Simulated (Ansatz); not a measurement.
Input

```
crystal:
  periodic: [false, false, false]
  atoms:
    - {symbol: P, position_ang: [-0.943424, -0.902907, -0.458747]}
    - {symbol: P, position_ang: [-0.679308, 1.165852, 0.308335]}
    - {symbol: As, position_ang: [0.981021, 0.267150, -1.058264]}
    - {symbol: As, position_ang: [0.641711, -0.530095, 1.208675]}
basis:
  gaussian: {orbitals: def2-TZVP, initial_orbitals: start.molden}
hamiltonian: {xc: pbe0, dispersion: d4}
scf: {omitted_lower_state_checks: [starts]}
output: {orbitals: {seedname: orbitals}}
```

Command:

```sh
ansatz run in.yaml --threads 4 --pin off --events-out ev --progress --plain --max-ram 3916MiB
```

Geometry: r2SCAN-D4/def2-SVP.

The calculation used Ansatz, RKS PBE0-D4/def2-TZVP.

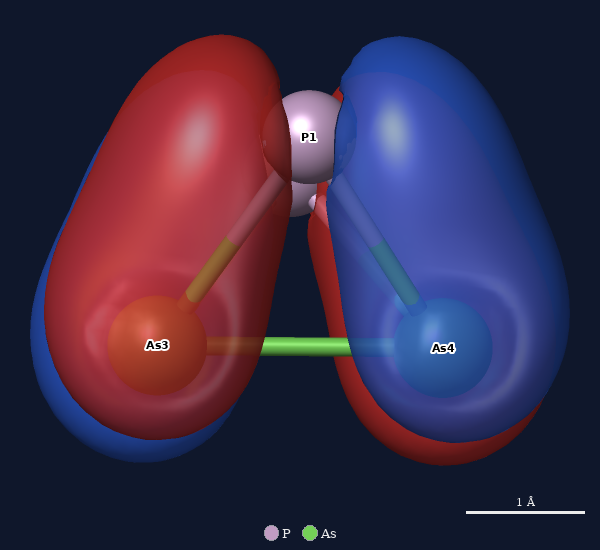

As$_{2}$P$_{2}$ (PPAsAs tetrahedron). The HOMO at ±0.1 Å⁻³ᐟ² (red and blue are the two phases), seen at a tilt.

Describe this orbital and give its energy.

Its weight (Hirshfeld) is mainly on As3 (about 25 %), As4 (about 25 %), P1 (about 25 %) and P2 (about 25 %). Its energy is −7.22 eV.
